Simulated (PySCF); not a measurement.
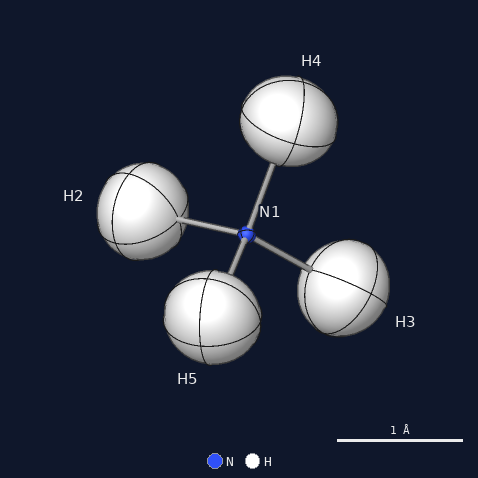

Displacement ellipsoids at the 50 % level, enlarged 3 times, from the internal vibrations of the free molecule (harmonic, no overall translation or rotation; no half-axis is drawn under 0.075 Å). Charge 0, doublet. Vibrations computed with UKS-based PBE0, N def2-TZVP, H def2-TZVP; non-relativistic; density fitting (PySCF 2.14.0). Temperature: 298 K.

Give the displacement parameters, one line for each set of equivalent atoms.

| atom | U_eq (Å²) | rms amplitudes (Å) |
| --- | --- | --- |
| N1 | 0.00017 | 0.013, 0.013, 0.013 |
| H2, H3, H4, H5 | 0.0069 | 0.078, 0.085, 0.085 |
